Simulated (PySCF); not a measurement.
# One shape, several levels: NSF3 (thiazyl trifluoride)

We compute a comparison of 6 runs (HF/def2-SVP, B3LYP/6-31G*, TPSS/6-31G*, TPSS/aug-cc-pVDZ, CCSD/6-311G**) of NSF3 (thiazyl trifluoride). The job is set up through a Python script.

Program for the calculation: PySCF 2.14.0.

## 1. The molecule

NSF3: 5 atoms, total charge 0, spin state singlet. SMILES: `N#S(F)(F)F`. The shape is that of a GFN2-xTB optimisation.

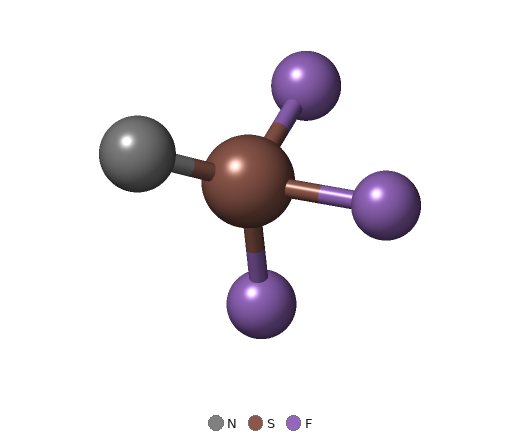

Viewed from a chosen angle; nitrogen grey, sulfur brown, fluorine purple.

## 2. Energy and forces at HF/def2-SVP (run 1)

Input file calc.py:

```python
import pyscf.grad
from pyscf import gto

mol = gto.Mole()
mol.atom = '''
N     -0.676673    -0.008863     3.072997
S     -0.100722    -0.000605     0.463966
F      2.003412    -1.837267    -0.800904
F     -2.170464    -0.621399    -1.712999
F      0.944447     2.468115    -1.023060
'''
mol.max_memory = 1860
mol.basis = 'def2-svp'
mol.unit = 'bohr'
mol.spin = 0
mol.verbose = 4
mol.build()

mf = mol.RHF()
mf.conv_tol = 1e-10
mf.kernel()
if not mf.converged:
    mf = mf.newton().run(mf.mo_coeff, mf.mo_occ)

energy = mf.e_tot
print(f'total energy: {energy:.8f} hartree')
grad = mf.Gradients().kernel()
dip = mf.dip_moment()
pop, q = mf.mulliken_pop()
```

Command:

```bash
$ OMP_NUM_THREADS=1 python calc.py
```

Log:

```text
PySCF version 2.14.0

[... 61 lines left out ...]
converged SCF energy = -749.65299365615
total energy: -749.65299366 hartree
[... 11 lines left out ...]
Dipole moment(X, Y, Z, Debye):  0.26207,  0.00705, -1.15623
[... 80 lines left out ...]
charge of    4F =     -0.38082
```

Run time: 9 s. Hardware: 1 thread of Intel Xeon at 2.50GHz (Skylake/Cascade Lake), shared host; peak memory 0.15 GiB.

## 3. Energy and gradient at B3LYP/6-31G(d) (spherical functions) (run 2)

Input file input.py:

```python
import pyscf.grad
from pyscf import gto, dft

system = gto.Mole()
system.atom = '''
N     -0.676673    -0.008863     3.072997
S     -0.100722    -0.000605     0.463966
F      2.003412    -1.837267    -0.800904
F     -2.170464    -0.621399    -1.712999
F      0.944447     2.468115    -1.023060
'''
system.basis = '6-31g*'
system.max_memory = 1860
system.unit = 'bohr'
system.charge = 0
system.spin = 0
system.verbose = 3
system.build()

mf = dft.RKS(system, xc='b3lyp')
mf.grids.level = 5
mf.conv_tol = 1e-10
mf.kernel()
if not mf.converged:
    mf = mf.newton().run(mf.mo_coeff, mf.mo_occ)

energy = mf.e_tot
print('E(%s) = %.9f' % ('B3LYP', energy))
grad = mf.Gradients().kernel()
mf.analyze()
```

Command:

```bash
$ OMP_NUM_THREADS=1 python input.py
```

Log:

```text
converged SCF energy = -752.297706776784
[... 11 lines left out ...]
MO #2   energy= -24.7737731470592  occ= 2
[... 8 lines left out ...]
MO #11  energy= -1.25218434758511  occ= 2
[... 8 lines left out ...]
MO #20  energy= -0.470169125432898 occ= 2
[... 8 lines left out ...]
MO #29  energy= 0.118469446181967  occ= 0
[... 8 lines left out ...]
MO #38  energy= 0.756728913279414  occ= 0
[... 8 lines left out ...]
MO #47  energy= 1.20841710566024   occ= 0
[... 8 lines left out ...]
MO #56  energy= 1.73003685070739   occ= 0
[... 8 lines left out ...]
MO #65  energy= 1.9587449755214    occ= 0
[... 8 lines left out ...]
MO #74  energy= 2.67125196560256   occ= 0
[... 6 lines left out ...]
Dipole moment(X, Y, Z, Debye):  0.28780,  0.00672, -1.27938
```

Run time: 44 s. Hardware: 1 thread of Intel Xeon at 2.50GHz (Skylake/Cascade Lake), shared host; peak memory 0.72 GiB.

## 4. Energy and gradient at TPSS/6-31G(d) (spherical functions) (run 3)

Input file job.py:

```python
import pyscf.grad
from pyscf import gto, dft

molecule = gto.M(
    atom='''
N       -0.358080      -0.004690       1.626160
S       -0.053300      -0.000320       0.245520
F        1.060160      -0.972240      -0.423820
F       -1.148560      -0.328830      -0.906480
F        0.499780       1.306070      -0.541380
''',
    spin=0,
    basis='6-31g*',
    max_memory=1860,
    charge=0,
    verbose=4,
)

mf = dft.RKS(molecule)
mf.xc = 'tpss'
mf.conv_tol = 1e-10
mf.grids.level = 5
mf.kernel()
if not mf.converged:
    mf = mf.newton().run(mf.mo_coeff, mf.mo_occ)

e_final = mf.e_tot
print('E = %.10f Eh' % e_final)
grad = mf.Gradients().kernel()
mf.analyze()
```

Command:

```bash
$ OMP_NUM_THREADS=1 python job.py
```

Log:

```text
PySCF version 2.14.0

[... 76 lines left out ...]
converged SCF energy = -752.355201477894
[... 25 lines left out ...]
MO #4   energy= -24.4955632976738  occ= 2
[... 9 lines left out ...]
MO #14  energy= -0.668985749267648 occ= 2
[... 9 lines left out ...]
MO #24  energy= -0.309247234384729 occ= 2
[... 9 lines left out ...]
MO #34  energy= 0.516135423412358  occ= 0
[... 9 lines left out ...]
MO #44  energy= 1.09151235048293   occ= 0
[... 9 lines left out ...]
MO #54  energy= 1.65952038494105   occ= 0
[... 9 lines left out ...]
MO #64  energy= 1.84645806520082   occ= 0
[... 9 lines left out ...]
MO #74  energy= 2.63183122723542   occ= 0
[... 82 lines left out ...]
Dipole moment(X, Y, Z, Debye):  0.28621,  0.00661, -1.27285
```

It took 64 s on 1 thread of Intel Xeon at 2.50GHz (Skylake/Cascade Lake), shared host; peak memory 0.73 GiB.

Runs 4 to 5 aren't shown in full; the table further down has their settings and results.

## 5. The energy at CCSD/6-311G(d,p) (run 6)

Input file job.py:

```python
from pyscf import gto, scf, cc

mol = gto.M(
    atom=[
    ('N', (-0.358080, -0.004690, 1.626160)),
    ('S', (-0.053300, -0.000320, 0.245520)),
    ('F', (1.060160, -0.972240, -0.423820)),
    ('F', (-1.148560, -0.328830, -0.906480)),
    ('F', (0.499780, 1.306070, -0.541380)),
],
    max_memory=1860,
    basis='6-311g**',
    charge=0,
    verbose=4,
)

mf = scf.RHF(mol)
mf.conv_tol = 1e-10
mf.kernel()
if not mf.converged:
    mf = mf.newton().run(mf.mo_coeff, mf.mo_occ)

mycc = cc.CCSD(mf, frozen=9)
mycc.kernel()
e_final = mycc.e_tot
print('E = %.10f Eh' % e_final)
mf.analyze()
```

Command:

```bash
$ OMP_NUM_THREADS=1 python job.py
```

Log:

```text
PySCF version 2.14.0

[... 91 lines left out ...]
CCSD converged
[... 17 lines left out ...]
MO #7   energy= -6.9818827293481   occ= 2
[... 12 lines left out ...]
MO #20  energy= -0.71919156585218  occ= 2
[... 12 lines left out ...]
MO #33  energy= 0.537963591848438  occ= 0
[... 12 lines left out ...]
MO #46  energy= 1.24875734443301   occ= 0
[... 12 lines left out ...]
MO #59  energy= 2.25730610107416   occ= 0
[... 12 lines left out ...]
MO #72  energy= 4.16384721918119   occ= 0
[... 12 lines left out ...]
MO #85  energy= 6.63907320101795   occ= 0
[... 12 lines left out ...]
MO #98  energy= 191.924265543277   occ= 0
[... 106 lines left out ...]
Dipole moment(X, Y, Z, Debye):  0.23651,  0.00662, -1.04105
```

Run time: 59 s. Hardware: 1 thread of Intel Xeon at 2.50GHz (Skylake/Cascade Lake), shared host; peak memory 0.7 GiB.

## 6. The series

```tsv
run	level	integration grid	Cartesian functions	energy (Eh)	dipole moment (D) of the reference	HOMO energy (eV)	LUMO energy (eV)	wall time
1	HF/def2-SVP	–	no	-749.652994	1.19	-13.70	2.23	9 s
2	B3LYP/6-31G* (spherical functions)	5	no	-752.297707	1.31	-9.56	-2.57	44 s
3	TPSS/6-31G* (spherical functions)	5	no	-752.355201	1.30	-8.41	-3.16	64 s
4	B3LYP/6-31G* (Cartesian functions)	5	yes	-752.305284	1.32	-9.58	-2.58	47 s
5	TPSS/aug-cc-pVDZ	5	no	-752.437468	1.09	-8.77	-3.72	2 min
6	CCSD/6-311G**	–	no	-751.128027	1.07	-13.76	1.85	59 s
```

## 7. Summary of results

```
                                          quantity          value
                               run 6: total energy  -751.12803 Eh
       run 6: dipole moment (Hartree–Fock density)         1.07 D
        run 6: HOMO energy (Hartree–Fock orbitals)      -13.76 eV
        run 6: LUMO energy (Hartree–Fock orbitals)        1.85 eV
      run 6: HOMO–LUMO gap (Hartree–Fock orbitals)       15.60 eV
run 6: correlation energy (9 core orbitals frozen)     -960.5 mEh
                              run 6: T1 diagnostic          0.015
```

What this shows: Over runs 1, 2, 3, 4, 5 the dipole moment (its size) runs from 1.09 D (TPSS/aug-cc-pVDZ) to 1.32 D (B3LYP/6-31G*). The two ends differ in method and basis. Over runs 1, 2, 3, 4, 5 the HOMO–LUMO gap runs from 5.05 eV (TPSS/aug-cc-pVDZ) to 15.93 eV (HF/def2-SVP). Totals of different functionals can't be ranked against each other. All runs together took 5.8 min, the longest 2 min.
